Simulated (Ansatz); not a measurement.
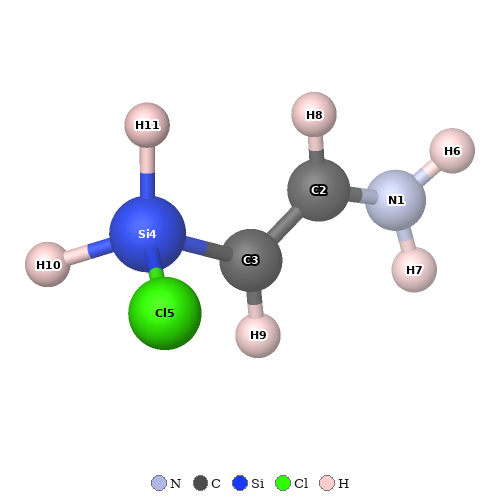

The system is C2H6ClNSi, SMILES NC=C[SiH2]Cl; the picture shows the reference structure. 
- Coordinates scanned: (1) dihedral N1–C2–C3–Si4; (2) dihedral H6–N1–C2–C3.
- Nothing is relaxed (all other coordinates rigid).
- The grid has 18 × 18 points.
- Points are written as (first, second).
- All energies are given in kJ/mol relative to the relaxed molecule at the same level.
- Energies and slopes of some neighbouring points disagree (a jump in structure or state, or too coarse a mesh). The dihedral twists a double bond; near 90° a spin-restricted reference is unreliable.
- Computed with Ansatz, RHF/def2-SVP.

Its coordinates:

```xyz
11

N    -1.0947    0.9555    1.7063
C    -0.6412    0.1292    0.7232
C     0.2859    0.4096   -0.2058
Si    0.7485   -0.7875   -1.5215
Cl    2.7103   -1.4822   -1.2900
H    -1.5666    0.5511    2.4863
H    -0.5789    1.7876    1.9045
H    -1.1403   -0.8353    0.7156
H     0.7722    1.3818   -0.1676
H     0.7091   -0.1991   -2.8745
H    -0.1389   -1.9678   -1.4558
```

Range: dihedral N1–C2–C3–Si4 from −180 to 160°; dihedral H6–N1–C2–C3 from −180 to 160°.

Q: What will the energy surface look like?

A: The lowest grid point is at (−180°, −160°), 0.41 kJ/mol from the relaxed molecule at the same level. Other grid points that lie below all their neighbours: (−180°, 20°) (1.8 kJ/mol higher); (0°, −160°) (15 kJ/mol higher); (0°, 20°) (15 kJ/mol higher). The highest grid point, (100°, 100°), lies 404 kJ/mol above the lowest.

```csv
"dihedral H6–N1–C2–C3 ↓, dihedral N1–C2–C3–Si4 →",−180,−140,−100,−60,−20,20,60,100,140
160,21,97,281,183,47,51,188,287,100
120,57,142,375,249,82,81,248,388,148
80,51,126,347,256,84,67,217,377,148
40,14,81,257,182,47,33,157,269,95
0,3,78,246,151,31,34,161,241,74
−40,39,123,333,208,63,71,224,329,118
−80,62,142,375,265,94,83,240,399,156
−120,28,92,287,223,68,45,172,318,121
−160,0,62,226,165,36,24,136,244,82
```

The table holds every second grid line.

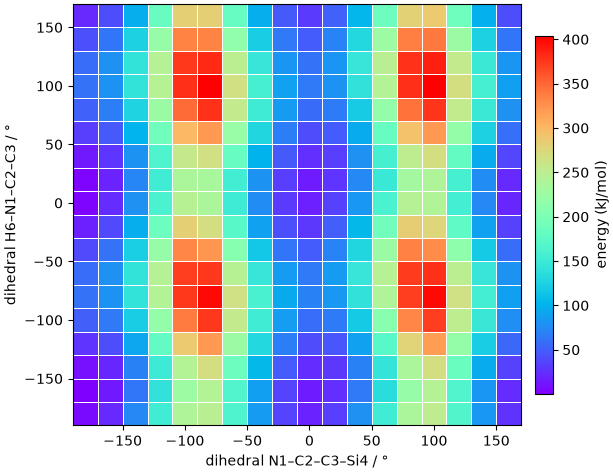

Drawn: one coloured cell a grid point.

Each point was launched as `ansatz run input.yaml --threads 1 --pin off --max-ram 2560MiB --backend cpu --events-out ev --progress --plain --runs-dir out`. The whole map (324 points run) took 24 min on 1 thread of Arm Neoverse N1 (shared host).
